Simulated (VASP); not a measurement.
Band structure of RuC (relaxed from the rock salt structure, space group Fm-3m). All values below come from PBEsol GGA, VASP's PBE PAW potentials (set 64) (plane waves; VASP).

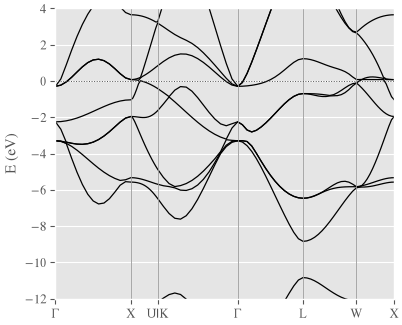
Figure: Bands along high-symmetry lines, zero at the valence-band maximum or, without a gap, the Fermi level

Task: Read the plot: is there a gap, and where are the band edges?

Result: It has no gap at this level: it comes out as a metal or semimetal. (Edges off the drawn lines would not show.)

The structure was generated: RuC was put into the rock salt type (Fm-3m), which need not be its known phase. It was relaxed first, which changed the volume by -30 %.
